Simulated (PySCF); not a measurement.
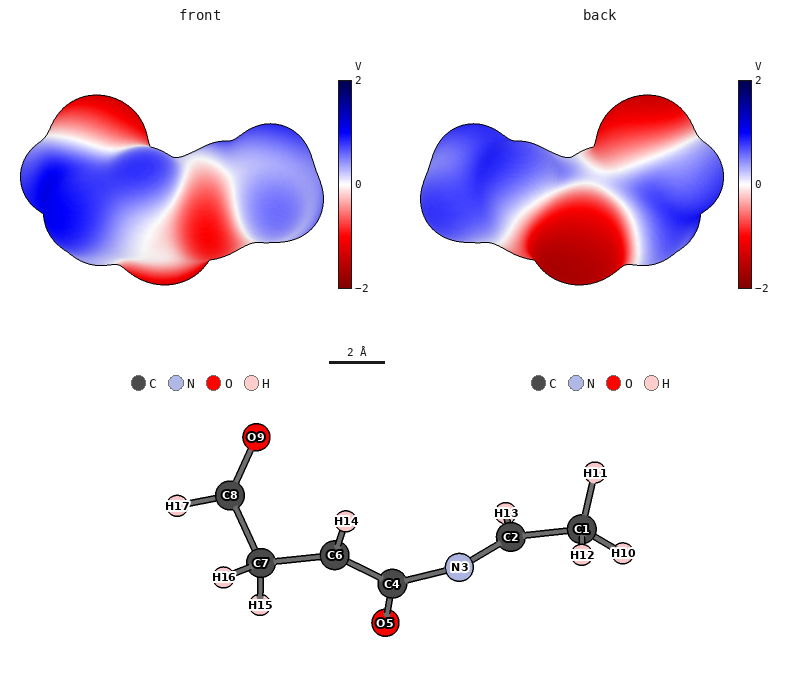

C$_{6}$H$_{8}$NO$_{2}$ (SMILES C/C=N/C(=O)[CH]CC=O) (doublet). The electrostatic potential painted on the density surface at 0.001 e/bohr³, seen from the front and from behind; red is negative and blue positive. The bare structure is drawn below in the same view.

Geometry: GFN2-xTB.

These are results of UKS B3LYP, pcH-1 on C H N O, non-relativistic, mean-field spin-orbit, GIAO (PySCF 2.14.0, density-fitted response routines), not measurements.

```csv
atom,x (Å),y (Å),z (Å)
C,3.5055,0.1368,-0.1261
C,2.1251,-0.3616,-0.3385
N,1.1889,-0.0694,0.4415
C,-0.1141,-0.5526,0.4299
O,-0.3645,-1.7500,0.5506
C,-1.0932,0.4792,0.3688
C,-2.5105,0.1131,0.2321
C,-3.0749,0.2816,-1.1697
O,-2.5283,0.7820,-2.1041
H,4.1884,-0.7092,-0.0639
H,3.8103,0.7452,-0.9766
H,3.5647,0.7231,0.7858
H,1.9667,-0.9758,-1.2326
H,-0.7810,1.5043,0.2622
H,-2.6352,-0.9397,0.5083
H,-3.1510,0.7262,0.8757
H,-4.1037,-0.1210,-1.2452
```

> Which sites attract a positive test charge, and which a negative one?

A positive charge is drawn to the negative regions and a negative charge to the positive ones. The most negative region (about −1.6 V) lies over O5, the most positive (about +1.0 V) over C7, C8 and H16. O5 is the likeliest acceptor of a hydrogen bond.
